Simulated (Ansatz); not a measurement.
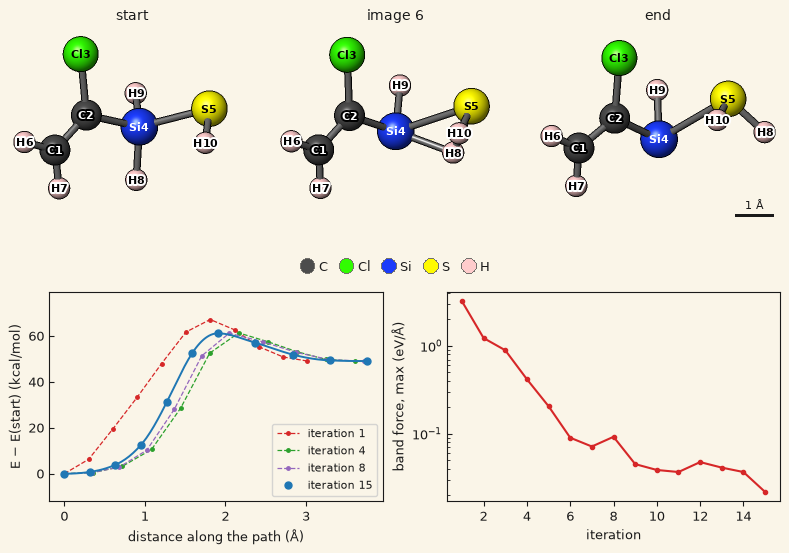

A search for the minimum-energy path of C2H5ClSSi by the nudged elastic band. Images are numbered from 0 (start) to 10 (end). The plot follows the band through its iterations. The picture is a ball-and-stick view, seen at a tilt.

These are results of RKS PBE0-D4/def2-SVP in Ansatz, not measurements. Settings: 9 movable images; climbing image; force threshold 0.03 eV/Å; iteration limit 60; starting path by straight interpolation.

**Judge this run.**

The run is converged, with reservations. The band converged in 15 iterations. The largest component of the band force went from 3.2 to 0.022 eV/Å. The climbing image converged on the top of the path. Its curvatures weren't checked. The straight starting path can push atoms close together and costs iterations. The first iteration put the highest image at 67.2 kcal/mol. The energy climbs by 61.1 kcal/mol to image 6 and then falls by 12.1 kcal/mol, so the end point sits at +49.1 kcal/mol.

Cost: 5.6 min on 2 threads of Arm Neoverse V2 (shared host), peak memory 0.26 GiB.
